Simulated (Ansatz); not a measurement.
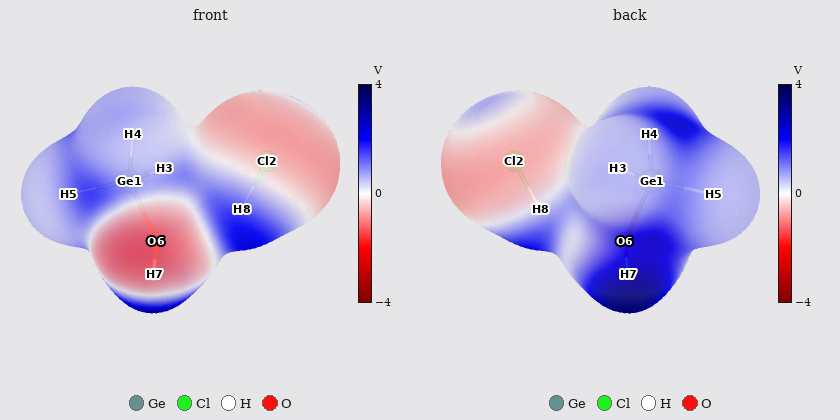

Figure 1: GeH₄O···HCl. The electrostatic potential painted on the density surface at 0.004 e/bohr³, seen from the front and from behind; red is negative and blue positive.

Not at a stationary point (largest force 0.9 eV/Å).

The calculation used Ansatz 0.2.0, RKS PBE-D4/def2-mTZVP.

```tsv
atom	x (Å)	y (Å)	z (Å)
Ge	-0.4315	-0.1147	-0.4518
Cl	0.0659	0.8036	2.8127
H	0.7215	-0.9263	0.1908
H	-0.1774	1.4050	-0.4426
H	-0.6881	-0.6384	-1.8943
O	-1.9524	-0.3122	0.4808
H	-2.2685	-1.2326	0.4774
H	-1.1473	0.3858	2.4051
```

**Describe the electrostatic potential map.**

The most negative region (about −1.3 V) lies over O6, the most positive (about +3.5 V) over H7. Cl2 shows a σ-hole: about +0.6 V at the tip opposite its bond, against about −0.3 V on its flanks. O6 is the likeliest acceptor of a hydrogen bond.
